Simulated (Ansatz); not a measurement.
# BSi₂ (quartet): wB97M-V, B2PLYP, RPA-PBE over vertical spin and charge gaps and displaced geometries, cc-pVDZ, part 2 of 2

Ansatz 0.2.0, Gaussian basis; cc-pVDZ, all electrons in the functionals, frozen cores in the correlation of double hybrids and RPA.

### Step 14. B2PLYP, displaced geometry v1

Input file in.yaml:

```yaml
crystal:
  periodic: [false, false, false]
  atoms:
    - {symbol: Si, position_ang: [-0.015433, -0.009008, 1.976141]}
    - {symbol: B, position_ang: [-0.016266, -0.025151, 0.010487]}
    - {symbol: Si, position_ang: [0.031698, 0.034159, -1.986628]}
basis:
  gaussian: {orbitals: cc-pVDZ}
magnetization: {spin_polarized: true, initial_magnetization: 3}
hamiltonian: {xc: {name: B2PLYP}}
correlation: {electrons: outside_noble_gas}
```

Started as:

```console
ansatz run in.yaml --threads 1 --pin off --events-out ev --progress --plain --max-ram 2393MiB
```

Output, cut to the lines that bear on the results:

```text
Functional definition: B2PLYP
  name "B2PLYP"
  cite "Grimme, J. Chem. Phys. 124, 034108 (2006) doi:10.1063/1.2148954"
  cite "Becke, Phys. Rev. A 38, 3098 (1988) doi:10.1103/PhysRevA.38.3098"
  cite "Lee, Yang & Parr, Phys. Rev. B 37, 785 (1988) doi:10.1103/PhysRevB.37.785"
[...]
503 factors; integrals over basis functions are off by at most 9.7e-4 eV
[...]
mean field -16416.10755054 eV, -603.2808252448 hartree, gradient 1.9e-10 eV, S^2 3.766188; 6 other end points of the search recorded, 0 dependent functions left out
11 core orbitals not correlated: weight in the atoms' cores, before any rotation towards them, 1.000 or more for the frozen orbitals, at most 0.000 for the correlated occupied ones
reference -16416.10767684 eV, -603.2808298866 hartree; 7, 4 occupied and 32, 35 virtual orbitals, 503 factors
second order -6.42426138 eV of doubles, -0.00000000 eV of singles
Total energy: -16417.84222742 eV, -603.3445734444 hartree
```

It took 13 s on 1 thread of Intel Xeon Platinum 8488C, shared host.

From the report: ⟨S²⟩ of the determinant 3.766 (pure quartet: 3.75).

From charge 0, quartet: 0.0 kcal/mol.

### Step 15. B2PLYP, displaced geometry v2

Input file in.yaml:

```yaml
crystal:
  periodic: [false, false, false]
  atoms:
    - {symbol: Si, position_ang: [0.084376, 0.005225, 1.949499]}
    - {symbol: B, position_ang: [-0.080498, 0.013599, 0.006591]}
    - {symbol: Si, position_ang: [-0.003878, -0.018825, -1.956090]}
basis:
  gaussian: {orbitals: cc-pVDZ}
magnetization: {spin_polarized: true, initial_magnetization: 3}
hamiltonian: {xc: {name: B2PLYP}}
correlation: {electrons: outside_noble_gas}
```

The command is unchanged.

Output, cut to the lines that bear on the results:

```text
Functional definition: B2PLYP
  name "B2PLYP"
  cite "Grimme, J. Chem. Phys. 124, 034108 (2006) doi:10.1063/1.2148954"
  cite "Becke, Phys. Rev. A 38, 3098 (1988) doi:10.1103/PhysRevA.38.3098"
  cite "Lee, Yang & Parr, Phys. Rev. B 37, 785 (1988) doi:10.1103/PhysRevB.37.785"
[...]
503 factors; integrals over basis functions are off by at most 9.7e-4 eV
[...]
mean field -16416.11031211 eV, -603.2809267307 hartree, gradient 8.0e-6 eV, S^2 3.766493; 6 other end points of the search recorded, 0 dependent functions left out
11 core orbitals not correlated: weight in the atoms' cores, before any rotation towards them, 1.000 or more for the frozen orbitals, at most 0.000 for the correlated occupied ones
reference -16416.11043786 eV, -603.2809313520 hartree; 7, 4 occupied and 32, 35 virtual orbitals, 503 factors
second order -6.39587342 eV of doubles, -0.00000000 eV of singles
Total energy: -16417.83732368 eV, -603.3443932355 hartree
```

Run time: 6 s. Hardware: 1 thread of Intel Xeon Platinum 8488C, shared host.

From the report: ⟨S²⟩ of the determinant 3.766 (pure quartet: 3.75).

From charge 0, quartet: +0.1 kcal/mol.

### Step 16. RPA-PBE, charge 0, quartet

Input file in.yaml:

```yaml
crystal:
  periodic: [false, false, false]
  atoms:
    - {symbol: Si, position_ang: [0.000000, 0.000000, 1.954501]}
    - {symbol: B, position_ang: [0.000000, 0.000000, 0.000000]}
    - {symbol: Si, position_ang: [0.000000, 0.000000, -1.954501]}
basis:
  gaussian: {orbitals: cc-pVDZ}
magnetization: {spin_polarized: true, initial_magnetization: 3}
hamiltonian: {xc: {name: PBE}}
correlation: {method: rpa, electrons: outside_noble_gas}
```

The command is unchanged.

Output, cut to the lines that bear on the results:

```text
Functional definition: PBE
  name "PBE"
  cite "Perdew, Burke & Ernzerhof, Phys. Rev. Lett. 77, 3865 (1996) doi:10.1103/PhysRevLett.77.3865"
  parent pbe
[...]
503 factors; integrals over basis functions are off by at most 9.8e-4 eV
[...]
mean field -16416.44702637 eV, -603.2933007518 hartree, gradient 3.0e-6 eV, S^2 3.761779; 15 other end points of the search recorded, 0 dependent functions left out
11 core orbitals not correlated: weight in the atoms' cores, before any rotation towards them, 1.000 or more for the frozen orbitals, at most 0.000 for the correlated occupied ones
reference -16391.00583142 eV, -602.3583540817 hartree; 7, 4 occupied and 32, 35 virtual orbitals, 503 factors
Total energy: -16401.32477022 eV, -602.7375680883 hartree
```

It took 9 s on 1 thread of Intel Xeon Platinum 8488C, shared host.

From the report: ⟨S²⟩ of the determinant 3.762 (pure quartet: 3.75).

### Step 17. RPA-PBE, charge 0, doublet

Edit in.yaml of step 16 so:

```diff
@@ -8,3 +8,3 @@
   gaussian: {orbitals: cc-pVDZ}
-magnetization: {spin_polarized: true, initial_magnetization: 3}
+magnetization: {spin_polarized: true, initial_magnetization: 1}
 hamiltonian: {xc: {name: PBE}}
```

The command is unchanged.

Output, cut to the lines that bear on the results:

```text
Functional definition: PBE
  name "PBE"
  cite "Perdew, Burke & Ernzerhof, Phys. Rev. Lett. 77, 3865 (1996) doi:10.1103/PhysRevLett.77.3865"
  parent pbe
[...]
503 factors; integrals over basis functions are off by at most 9.8e-4 eV
[...]
mean field -16417.27063389 eV, -603.3235677698 hartree, gradient 2.2e-6 eV, S^2 0.753042; 14 other end points of the search recorded, 0 dependent functions left out
11 core orbitals not correlated: weight in the atoms' cores, before any rotation towards them, 1.000 or more for the frozen orbitals, at most 0.000 for the correlated occupied ones
reference -16390.49004271 eV, -602.3393991963 hartree; 6, 5 occupied and 33, 34 virtual orbitals, 503 factors
Total energy: -16402.20681383 eV, -602.7699825930 hartree
```

It took 9 s on 1 thread of Intel Xeon Platinum 8488C, shared host.

From the report: ⟨S²⟩ of the determinant 0.753 (pure doublet: 0.75).

From charge 0, quartet: -20.3 kcal/mol.

### Step 18. RPA-PBE, charge 0, sextet

Edit in.yaml of step 17 so:

```diff
@@ -8,3 +8,3 @@
   gaussian: {orbitals: cc-pVDZ}
-magnetization: {spin_polarized: true, initial_magnetization: 1}
+magnetization: {spin_polarized: true, initial_magnetization: 5}
 hamiltonian: {xc: {name: PBE}}
```

The command is unchanged.

Output, cut to the lines that bear on the results:

```text
Functional definition: PBE
  name "PBE"
  cite "Perdew, Burke & Ernzerhof, Phys. Rev. Lett. 77, 3865 (1996) doi:10.1103/PhysRevLett.77.3865"
  parent pbe
[...]
503 factors; integrals over basis functions are off by at most 9.8e-4 eV
[...]
mean field -16415.56074910 eV, -603.2607306625 hartree, gradient 8.6e-7 eV, S^2 8.753383; 2 other end points of the search recorded, 0 dependent functions left out
11 core orbitals not correlated: weight in the atoms' cores, before any rotation towards them, 1.000 or more for the frozen orbitals, at most 0.000 for the correlated occupied ones
reference -16389.80489300 eV, -602.3142204089 hartree; 8, 3 occupied and 31, 36 virtual orbitals, 503 factors
Total energy: -16400.18169880 eV, -602.6955609884 hartree
```

It took 1.6 s on 1 thread of Intel Xeon Platinum 8488C, shared host.

From the report: ⟨S²⟩ of the determinant 8.753 (pure sextet: 8.75).

From charge 0, quartet: +26.4 kcal/mol.

### Step 19. RPA-PBE, charge 1, triplet

Edit in.yaml of step 18 so:

```diff
@@ -8,3 +8,4 @@
   gaussian: {orbitals: cc-pVDZ}
-magnetization: {spin_polarized: true, initial_magnetization: 5}
+total_charge: 1
+magnetization: {spin_polarized: true, initial_magnetization: 2}
 hamiltonian: {xc: {name: PBE}}
```

The command is unchanged.

Output, cut to the lines that bear on the results:

```text
Functional definition: PBE
  name "PBE"
  cite "Perdew, Burke & Ernzerhof, Phys. Rev. Lett. 77, 3865 (1996) doi:10.1103/PhysRevLett.77.3865"
  parent pbe
[...]
503 factors; integrals over basis functions are off by at most 9.8e-4 eV
[...]
mean field -16409.46165610 eV, -603.0365931289 hartree, gradient 2.2e-7 eV, S^2 2.007578; 10 other end points of the search recorded, 0 dependent functions left out
11 core orbitals not correlated: weight in the atoms' cores, before any rotation towards them, 1.000 or more for the frozen orbitals, at most 0.000 for the correlated occupied ones
reference -16384.40201157 eV, -602.1156681788 hartree; 6, 4 occupied and 33, 35 virtual orbitals, 503 factors
Total energy: -16394.53144634 eV, -602.4879180404 hartree
```

Run time: 8 s. Hardware: 1 thread of Intel Xeon Platinum 8488C, shared host.

From the report: ⟨S²⟩ of the determinant 2.008 (pure triplet: 2.00).

From charge 0, quartet: +156.7 kcal/mol.

### Step 20. RPA-PBE, charge 1, quintet

Edit in.yaml of step 19 so:

```diff
@@ -9,3 +9,3 @@
 total_charge: 1
-magnetization: {spin_polarized: true, initial_magnetization: 2}
+magnetization: {spin_polarized: true, initial_magnetization: 4}
 hamiltonian: {xc: {name: PBE}}
```

Same command.

Output, cut to the lines that bear on the results:

```text
Functional definition: PBE
  name "PBE"
  cite "Perdew, Burke & Ernzerhof, Phys. Rev. Lett. 77, 3865 (1996) doi:10.1103/PhysRevLett.77.3865"
  parent pbe
[...]
503 factors; integrals over basis functions are off by at most 9.8e-4 eV
[...]
mean field -16408.33122929 eV, -602.9950507099 hartree, gradient 4.9e-6 eV, S^2 6.003041; 9 other end points of the search recorded, 0 dependent functions left out
11 core orbitals not correlated: weight in the atoms' cores, before any rotation towards them, 1.000 or more for the frozen orbitals, at most 0.000 for the correlated occupied ones
reference -16383.01335841 eV, -602.0646361161 hartree; 7, 3 occupied and 32, 36 virtual orbitals, 503 factors
Total energy: -16393.13172908 eV, -602.4364793798 hartree
```

Run time: 6.5 s. Hardware: 1 thread of Intel Xeon Platinum 8488C, shared host.

From the report: ⟨S²⟩ of the determinant 6.003 (pure quintet: 6.00).

From charge 0, quartet: +188.9 kcal/mol.

### Step 21. RPA-PBE, displaced geometry v1

Input file in.yaml:

```yaml
crystal:
  periodic: [false, false, false]
  atoms:
    - {symbol: Si, position_ang: [-0.015433, -0.009008, 1.976141]}
    - {symbol: B, position_ang: [-0.016266, -0.025151, 0.010487]}
    - {symbol: Si, position_ang: [0.031698, 0.034159, -1.986628]}
basis:
  gaussian: {orbitals: cc-pVDZ}
magnetization: {spin_polarized: true, initial_magnetization: 3}
hamiltonian: {xc: {name: PBE}}
correlation: {method: rpa, electrons: outside_noble_gas}
```

Same command.

Output, cut to the lines that bear on the results:

```text
Functional definition: PBE
  name "PBE"
  cite "Perdew, Burke & Ernzerhof, Phys. Rev. Lett. 77, 3865 (1996) doi:10.1103/PhysRevLett.77.3865"
  parent pbe
[...]
503 factors; integrals over basis functions are off by at most 9.7e-4 eV
[...]
mean field -16416.46115403 eV, -603.2938199334 hartree, gradient 1.6e-6 eV, S^2 3.761857; 17 other end points of the search recorded, 0 dependent functions left out
11 core orbitals not correlated: weight in the atoms' cores, before any rotation towards them, 1.000 or more for the frozen orbitals, at most 0.000 for the correlated occupied ones
reference -16390.97689891 eV, -602.3572908316 hartree; 7, 4 occupied and 32, 35 virtual orbitals, 503 factors
Total energy: -16401.34464574 eV, -602.7382985003 hartree
```

Wall time 24 s (1 thread of Intel Xeon Platinum 8488C, shared host).

From the report: ⟨S²⟩ of the determinant 3.762 (pure quartet: 3.75).

From charge 0, quartet: -0.5 kcal/mol.

### Step 22. RPA-PBE, displaced geometry v2

Input file in.yaml:

```yaml
crystal:
  periodic: [false, false, false]
  atoms:
    - {symbol: Si, position_ang: [0.084376, 0.005225, 1.949499]}
    - {symbol: B, position_ang: [-0.080498, 0.013599, 0.006591]}
    - {symbol: Si, position_ang: [-0.003878, -0.018825, -1.956090]}
basis:
  gaussian: {orbitals: cc-pVDZ}
magnetization: {spin_polarized: true, initial_magnetization: 3}
hamiltonian: {xc: {name: PBE}}
correlation: {method: rpa, electrons: outside_noble_gas}
```

Same command.

Output, cut to the lines that bear on the results:

```text
Functional definition: PBE
  name "PBE"
  cite "Perdew, Burke & Ernzerhof, Phys. Rev. Lett. 77, 3865 (1996) doi:10.1103/PhysRevLett.77.3865"
  parent pbe
[...]
503 factors; integrals over basis functions are off by at most 9.7e-4 eV
[...]
mean field -16416.44583161 eV, -603.2932568449 hartree, gradient 2.8e-9 eV, S^2 3.761900; 12 other end points of the search recorded, 0 dependent functions left out
11 core orbitals not correlated: weight in the atoms' cores, before any rotation towards them, 1.000 or more for the frozen orbitals, at most 0.000 for the correlated occupied ones
reference -16390.99616982 eV, -602.3579990245 hartree; 7, 4 occupied and 32, 35 virtual orbitals, 503 factors
Total energy: -16401.32118926 eV, -602.7374364905 hartree
```

Wall time 12 s (1 thread of Intel Xeon Platinum 8488C, shared host).

From the report: ⟨S²⟩ of the determinant 3.762 (pure quartet: 3.75).

From charge 0, quartet: +0.1 kcal/mol.

### Step 23. The comparison

No level is safe as a reference over these points; UCCSD(T) serves as a yardstick only. It comes from earlier runs at the same points. Energies in kcal/mol, counted from charge 0, quartet; blanks weren't run or aren't comparable.

```tsv
level	quartet to doublet	quartet to sextet	ionisation to the triplet cation	ionisation to the quintet cation	displacement v1	displacement v2
UCCSD(T)	-15.9	21.3	155.7	184.0	-0.3	0.1
wB97M-V	-13.8	34.0	154.6	193.9	0.3	0.1
B2PLYP	-15.2	25.6	156.8	188.3	0.0	0.1
RPA-PBE	-20.3	26.4	156.7	188.9	-0.5	0.1
```

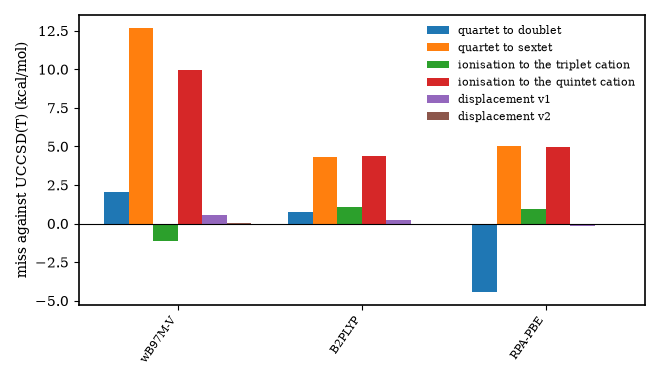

Misses of the gaps against UCCSD(T).

Largest miss and mean time a point (UCCSD(T) took 22 s a point; shared hosts):

```tsv
level	largest miss (kcal/mol)	where	time a point
wB97M-V	+12.7	quartet to sextet	13 s
B2PLYP	+4.4	ionisation to the quintet cation	6.5 s
RPA-PBE	+5.0	quartet to sextet	9.9 s
```

### Step 24. Summary of results

The summary covers parts 1 to 2.

| quantity | value |
| --- | --- |
| quartet to doublet, UCCSD(T) | -15.9 kcal/mol |
| quartet to sextet, UCCSD(T) | 21.3 kcal/mol |
| ionisation to the triplet cation, UCCSD(T) | 155.7 kcal/mol |
| ionisation to the quintet cation, UCCSD(T) | 184.0 kcal/mol |
| displacement v1, UCCSD(T) | -0.3 kcal/mol |
| displacement v2, UCCSD(T) | 0.1 kcal/mol |
| largest miss, wB97M-V | +12.7 kcal/mol (quartet to sextet) |
| largest miss, B2PLYP | +4.4 kcal/mol (ionisation to the quintet cation) |
| largest miss, RPA-PBE | +5.0 kcal/mol (quartet to sextet) |

In words: Of the functionals, B2PLYP keep the smallest largest miss at the points compared (at most 4.4 kcal/mol) and wB97M-V strays most (12.7 kcal/mol, at quartet to sextet). B2PLYP clearly breaks the spin symmetry at some points (⟨S²⟩ up to 0.53 above the pure value), so energy there is bought with a mixed spin. Functionals and the yardstick converge differently with the basis, so part of each miss in cc-pVDZ is the basis. The yardstick itself may be off where one determinant is a poor start. The program flags that the yardstick's amplitudes may have other solutions at some points.
